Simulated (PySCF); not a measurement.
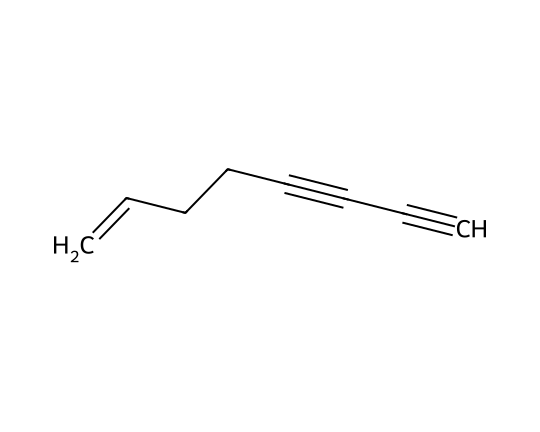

Skeletal drawing of a molecule.

Transcribe the drawing into SMILES.

C#CC#CCCC=C

What is the molecular formula?

C8H8.

An optimisation with PBE0-D3(BJ)/def2-SVP gave a structure of which point group?

C1. Other conformers may differ.

The parts below concern this one geometry. Atoms keep their numbers from picture to picture. The computed structure is the end point of a PBE0-D3(BJ)/def2-SVP optimisation. No frequency run is at hand to confirm it as a minimum.

### Polarisability

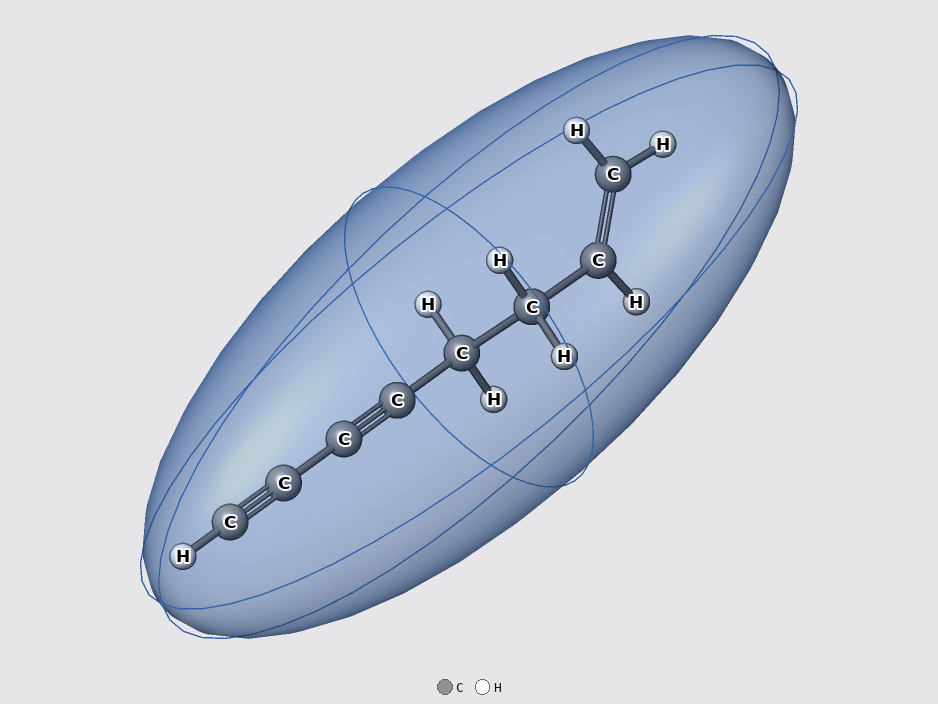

The ellipsoid shows the static dipole polarisability: its half-axes are proportional to the principal values. No frequency run is at hand to confirm it as a minimum. Level of theory: PBE0/def2-SVPD (PySCF 2.14.0).

Give the principal values, the mean and the anisotropy.

Principal values 65.0, 73.6, 177.4 bohr³; mean 105.3 bohr³ (15.61 Å³); anisotropy 108.4 bohr³, so the longest axis is 2.73 times the shortest.

### NMR shielding

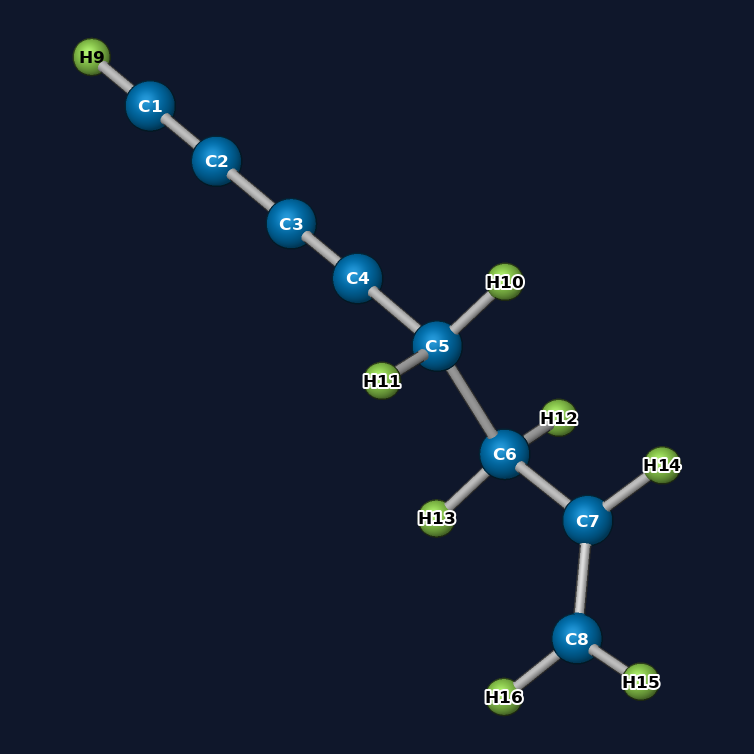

The questions are on isotropic NMR shieldings of the C atoms. No frequency run is at hand to confirm it as a minimum. Method: GIAO PBE0/pcSseg-1 NMR shielding, non-relativistic, IEF-PCM dichloromethane (PySCF 2.14.0).

List the isotropic NMR shieldings of the C atoms.

```json
{"atom": "C1", "σ (ppm)": "112.5"}
{"atom": "C2", "σ (ppm)": "112.7"}
{"atom": "C3", "σ (ppm)": "114.8"}
{"atom": "C4", "σ (ppm)": "100.6"}
{"atom": "C5", "σ (ppm)": "163.1"}
{"atom": "C6", "σ (ppm)": "147.1"}
{"atom": "C7", "σ (ppm)": "37.0"}
{"atom": "C8", "σ (ppm)": "59.8"}
```

### Charges

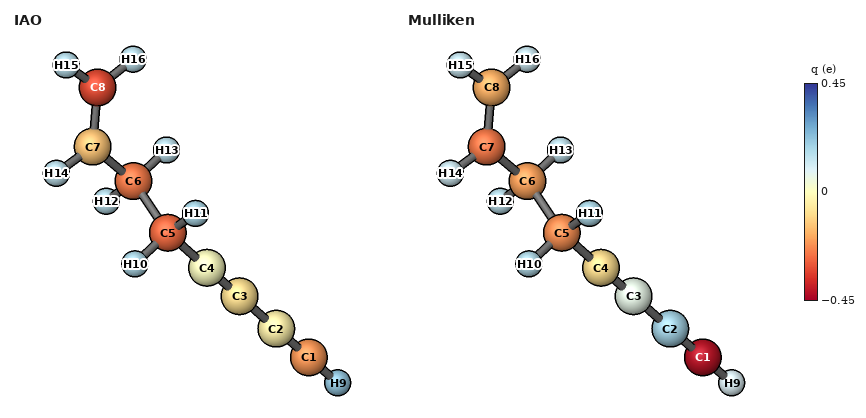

Atomic charges of one calculation by 2 schemes, on one colour scale. No frequency run is at hand to confirm it as a minimum. Method: PBE0/pcSseg-1 in cyclohexane (IEF-PCM) (PySCF 2.14.0).

On which atom do the schemes disagree most?

On C2 (from −0.04 to 0.19 e).

List the charges (e), one line for each set of equivalent atoms.

| atom | IAO | Mulliken |
| --- | --- | --- |
| C1 | −0.21 | −0.41 |
| C2 | −0.04 | 0.19 |
| C3 | −0.09 | 0.07 |
| C4 | 0.00 | −0.09 |
| C5 | −0.27 | −0.22 |
| C6 | −0.25 | −0.20 |
| C7 | −0.13 | −0.25 |
| C8 | −0.32 | −0.17 |
| H9 | 0.22 | 0.09 |
| H10 | 0.17 | 0.16 |
| H11 | 0.17 | 0.17 |
| H12 | 0.15 | 0.15 |
| H13 | 0.14 | 0.14 |
| H14 | 0.14 | 0.12 |
| H15 | 0.15 | 0.13 |
| H16 | 0.14 | 0.12 |

Mulliken values depend strongly on the basis set and can even reverse the polarity of a bond.
